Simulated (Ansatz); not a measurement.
## Pressure series in LuAs

Start from LuAs in the rock salt structure (space group Fm-3m, No. 225; a = 5.610 Å; a model cell, its experimental status unchecked).

Cell and atoms are relaxed at each pressure.

Computed with Ansatz (a first-principles code) PBEsol, no spin-orbit coupling.

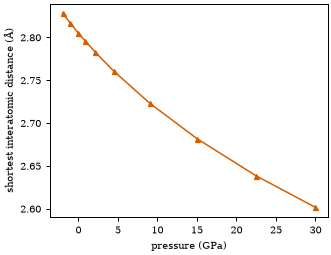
Fig. 1. Shortest interatomic distance against pressure

```json
[
 {"pressure (GPa)": "-2", "shortest interatomic distance": "282.8 pm"},
 {"pressure (GPa)": "-1", "shortest interatomic distance": "281.6 pm"},
 {"pressure (GPa)": "0.9", "shortest interatomic distance": "279.6 pm"},
 {"pressure (GPa)": "2.1", "shortest interatomic distance": "278.3 pm"},
 {"pressure (GPa)": "4.5", "shortest interatomic distance": "276.1 pm"},
 {"pressure (GPa)": "9", "shortest interatomic distance": "272.3 pm"},
 {"pressure (GPa)": "15", "shortest interatomic distance": "268.2 pm"},
 {"pressure (GPa)": "22.5", "shortest interatomic distance": "263.8 pm"},
 {"pressure (GPa)": "30", "shortest interatomic distance": "260.2 pm"}
]
```

Load acts through the strain it causes; cell and atoms are relaxed under it. Whether these cells are dynamically stable was not tested. No other phases were tried under pressure. All final runs are without spin polarisation.
